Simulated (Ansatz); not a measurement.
# CH4AlBOS: ladder of methods at one geometry in Python

A script is to give a ladder of methods at one geometry; the system is CH4AlBOS. SMILES: BC(=O)[S][AlH2].

Computed with Ansatz 0.2.0, driven from Python. The levels of theory stand in the script.

## (1) Starting point

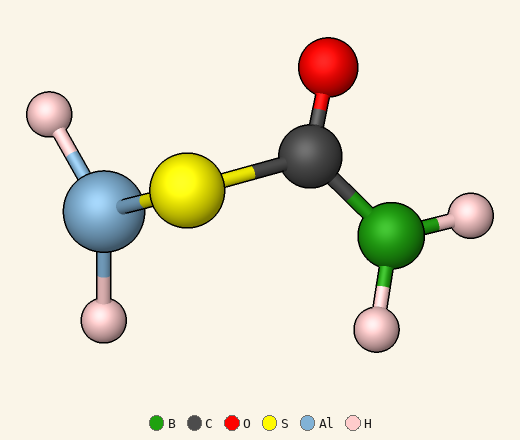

The starting structure, viewed from a chosen angle; boron green, carbon dark grey, oxygen red, sulfur yellow, aluminium light blue, hydrogen pink.

No structure file is read: the coordinates are typed or built in the script.

## (2) Script

Contents of methods_ch4albos.py:

```python
"""One geometry of CH4AlBOS, method by method."""

from pathlib import Path
import warnings

import ansatz
import numpy as np

warnings.simplefilter("ignore", ansatz.DeckWarning)

geometry_ang = [
    ("B", [-1.0791, 0.5368, 1.3125]),
    ("C", [0.2758, -0.0638, 1.0723]),
    ("O", [0.5311, -1.1107, 1.609]),
    ("S", [1.561, 0.7681, 0.0278]),
    ("Al", [0.8468, -0.3634, -1.8611]),
    ("H", [-1.4069, 1.6164, 0.7706]),
    ("H", [-1.8945, 0.0482, 1.9968]),
    ("H", [-0.2746, 0.2579, -2.7734]),
    ("H", [1.5289, -1.7357, -2.1717]),
]
geometry = ansatz.Crystal.molecule()
for symbol, xyz in geometry_ang:
    geometry = geometry.atom(symbol, xyz)

calculation = geometry.calculation().basis(gaussian="def2-SVP")

print("functional    E (Ha)        dipole (D)   HOMO (eV)  LUMO (eV)")
for name in ["blyp", "hf", "lc_wpbe", "hse06", "pbe0", "revpbe"]:
    data = calculation.functional(name).forces().orbitals().run(threads=1, backend="cpu", runs_dir="runs").report
    lines = Path(data["orbitals_path"]).read_text().splitlines()
    field_of = lambda key: [line.split("=")[1].strip() for line in lines if line.startswith(key)]
    orbitals = [(27.211386 * float(e), s, float(n)) for e, s, n in zip(field_of("Ene="), field_of("Spin="), field_of("Occup="))]
    homo = max(e for e, _, n in orbitals if n > 0.5)
    lumo = min(e for e, _, n in orbitals if n < 0.5)
    dipole = 4.803205 * np.linalg.norm(data["charge_distribution"]["dipole_moment_e_ang"])
    print(f"{name:10s} {data['free_energy_ev'] / 27.211386246:14.6f} {dipole:9.3f} {homo:11.3f} {lumo:10.3f}")
```

## (3) The input behind the calls

The engine receives this input (first run):

```yaml
crystal:
  periodic: [false, false, false]
  atoms:
    - { symbol: B, position_ang: [-1.0791, 0.5368, 1.3125] }
    - { symbol: C, position_ang: [0.2758, -0.0638, 1.0723] }
    - { symbol: O, position_ang: [0.5311, -1.1107, 1.609] }
    - { symbol: S, position_ang: [1.561, 0.7681, 0.0278] }
    - { symbol: Al, position_ang: [0.8468, -0.3634, -1.8611] }
    - { symbol: H, position_ang: [-1.4069, 1.6164, 0.7706] }
    - { symbol: H, position_ang: [-1.8945, 0.0482, 1.9968] }
    - { symbol: H, position_ang: [-0.2746, 0.2579, -2.7734] }
    - { symbol: H, position_ang: [1.5289, -1.7357, -2.1717] }
basis:
  gaussian:
    orbitals: def2-SVP
hamiltonian:
  xc: blyp
output:
  orbitals: {}
  forces: true
```

## (4) Launch

Started as:

```sh
python methods_ch4albos.py
```

The program printed:

```text
functional    E (Ha)        dipole (D)   HOMO (eV)  LUMO (eV)
blyp          -780.803042     1.674      -5.566     -4.459
hf            -778.839867     2.404      -9.978     -0.090
lc_wpbe       -780.543729     2.130      -9.781     -1.378
hse06         -780.406301     1.976      -6.681     -4.128
pbe0          -780.426922     1.982      -7.081     -3.741
revpbe        -780.682886     1.730      -5.761     -4.588
```

Run time: 25 s. Hardware: 1 thread of Arm Neoverse V1, shared host; peak memory 0.27 GiB.

## (5) Inputs of later runs

The engine's inputs for some of the other runs:

Run 3, against run 1:

```diff
@@ -17 +17 @@
-  xc: blyp
+  xc: lc_wpbe
```

Run 4, against run 1:

```diff
@@ -17 +17 @@
-  xc: blyp
+  xc: hse06
```

Run 5, against run 1:

```diff
@@ -17 +17 @@
-  xc: blyp
+  xc: pbe0
```

## (6) Run by run

From the records of these 6 runs:

```
run  functional  energy (eV)  SCF cycles  CPU time (s)
  1        blyp  -21246.7332          23             4
  2          hf  -21193.3124          19           1.9
  3     lc_wpbe  -21239.6769          19           4.6
  4       hse06  -21235.9373          19             5
  5        pbe0  -21236.4984          21           4.9
  6      revpbe  -21243.4636          23           3.7
```

Totals hang on method, basis and potentials, so only like runs compare.

The fields below are those of run 1.

## (7) The molecule's orbitals and density

Orbitals, density, ELF and potential are computed afterwards from the orbital file.

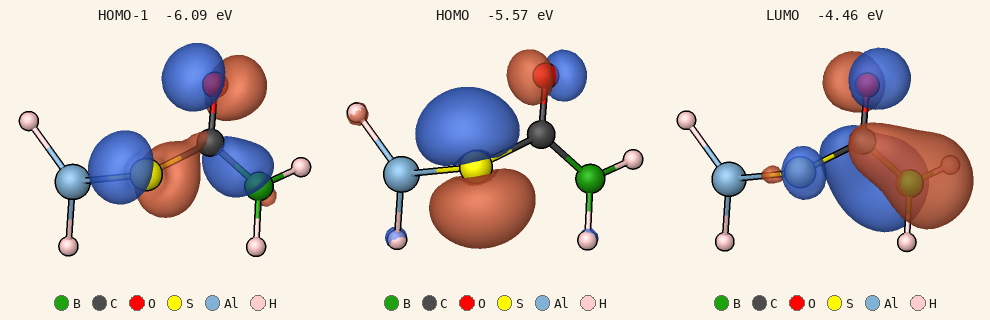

Frontier orbitals at BLYP/def2-SVP; each surface holds 70 % of the orbital's density, blue and red mark the sign.

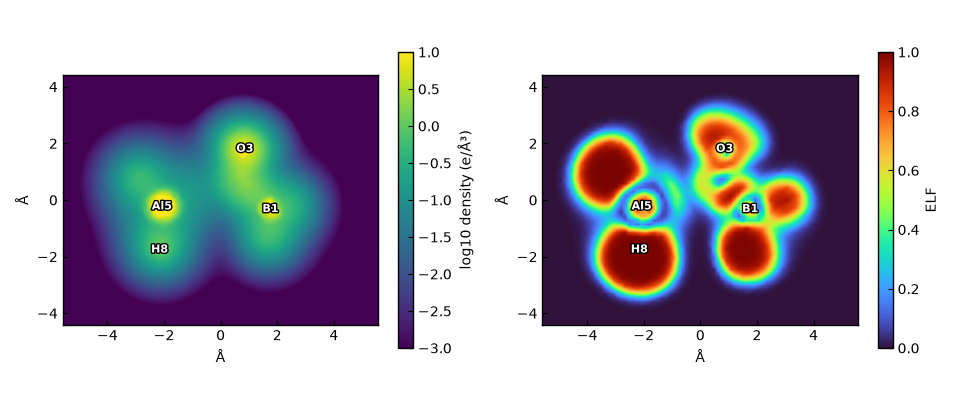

Density (left) and ELF (right) in a plane through or near 4 of the atoms.

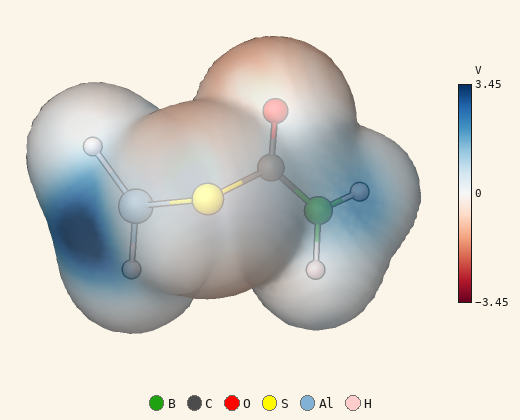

Electrostatic potential on the surface of density 0.002 e/bohr³; red is low, blue high. It runs from -1.06 V near O3 to 3.45 V near Al5.

## (8) Summary of results

```
                                       quantity    value
                                  runs compared        6
HOMO-LUMO gap of the mean field (BLYP/def2-SVP)  1.11 eV
```

What this shows: All 6 runs converged, in 19 to 23 cycles. The geometry is a force-field or estimated start, not a minimum of this method, and the basis set is short of its limit. A lower total doesn't mark the better method: functionals have no common bound, and MP2 and coupled cluster aren't variational. Levels such as HOMO and LUMO are orbital energies: with these approximate functionals they aren't the ionisation energy and electron affinity, and their gap isn't the fundamental gap. hse06 follows the composition of plane-wave codes, whose totals differ by tens of mHa, up to about 0.1 Ha, from the form usual in Gaussian-basis programs (wpbeh).
